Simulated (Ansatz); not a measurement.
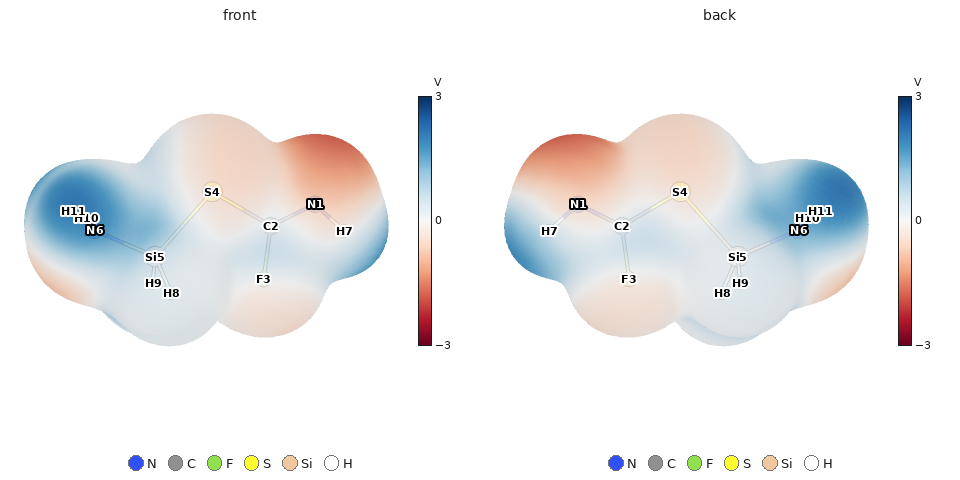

CH₅FN₂SSi (SMILES N=C(F)S[SiH2]N). The electrostatic potential painted on the density surface at 0.002 e/bohr³, seen from the front and from behind; red is negative and blue positive.

Geometry: PBE0-D4/def2-TZVP.

All numbers below come from RKS PBE0-D4/def2-TZVPP in Ansatz 0.2.0.

Input

```
crystal:
  periodic: [false, false, false]
  atoms:
    - {symbol: N, position_ang: [2.874633, -1.315868, 0.491567]}
    - {symbol: C, position_ang: [1.710048, -0.878414, 0.509085]}
    - {symbol: F, position_ang: [0.875320, -1.038902, 1.568627]}
    - {symbol: S, position_ang: [0.975044, -0.000054, -0.809203]}
    - {symbol: Si, position_ang: [-1.014727, 0.388128, -0.011647]}
    - {symbol: N, position_ang: [-1.901699, 1.251131, -1.183356]}
    - {symbol: H, position_ang: [3.113815, -1.797687, 1.355101]}
    - {symbol: H, position_ang: [-0.886257, 1.218113, 1.205657]}
    - {symbol: H, position_ang: [-1.683588, -0.905351, 0.246677]}
    - {symbol: H, position_ang: [-1.730552, 2.229022, -1.349914]}
    - {symbol: H, position_ang: [-2.266736, 0.792980, -2.001997]}
basis:
  gaussian: {orbitals: def2-TZVPP}
hamiltonian: {xc: pbe0, dispersion: d4}
output: {orbitals: {seedname: orbitals}}
```

Run with:

```sh
ansatz run in.yaml --threads 4 --pin off --events-out ev --progress --plain --max-ram 10444MiB
```

**Which sites attract a positive test charge, and which a negative one?**

A positive charge is drawn to the negative regions and a negative charge to the positive ones. The most negative region (about −1.7 V) lies over N1, the most positive (about +2.2 V) over H10 and H11. N1 is the likeliest acceptor of a hydrogen bond.
